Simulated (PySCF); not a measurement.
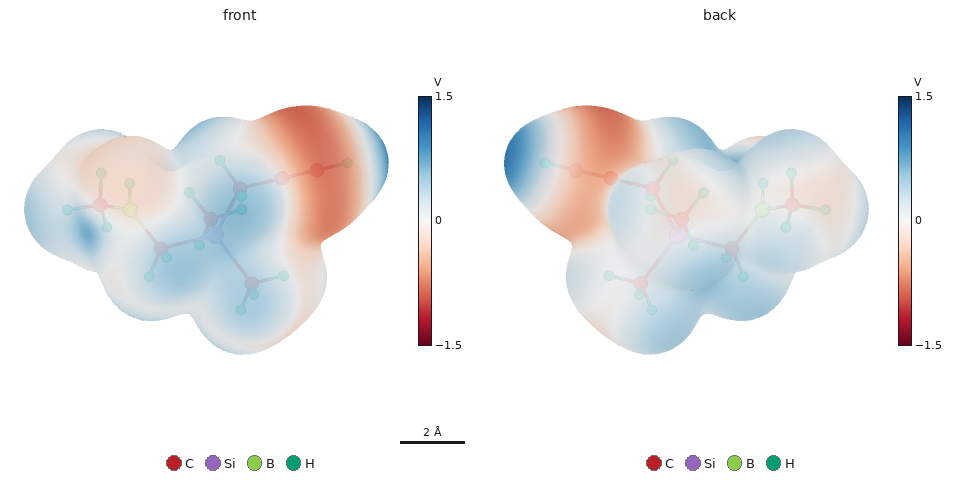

Figure 1: C$_{7}$H$_{15}$BSi (SMILES C#CC[Si](C)(C)CBC). The molecular electrostatic potential painted on the density surface at 0.001 e/bohr³, seen from the front and from behind; the colour scale runs from red (negative) to blue (positive).

Geometry: GFN2-xTB.

Method: PBE0/pcSseg-1, SCF density, gas phase, non-relativistic in PySCF.

```xyz
24

C     3.8644    0.5269    0.5568
C     2.7085    0.4922    0.8674
C     1.3111    0.4314    1.2132
Si    0.2920   -0.5340   -0.1048
C     0.4465    0.3695   -1.7758
C     1.0046   -2.2990   -0.2548
C    -1.5386   -0.6442    0.4866
B    -2.1481    0.7785    0.6046
C    -2.9065    1.4419   -0.6058
H     4.8809    0.5674    0.3028
H     0.9263    1.4484    1.3092
H     1.2134   -0.0467    2.1898
H     1.4896    0.4856   -2.0548
H     0.0046    1.3600   -1.7305
H    -0.0495   -0.1761   -2.5728
H     0.5180   -2.8609   -1.0462
H     2.0654   -2.2587   -0.4821
H     0.8899   -2.8623    0.6665
H    -2.0556   -1.2698   -0.2392
H    -1.5236   -1.1826    1.4334
H    -2.0353    1.3858    1.6046
H    -2.5884    2.4695   -0.7763
H    -3.9709    1.4991   -0.3750
H    -2.8106    0.8980   -1.5425
```

Where is the surface potential most negative and most positive?

The most negative region (about −0.9 V) lies over C1 and C2, the most positive (about +1.0 V) over H10.
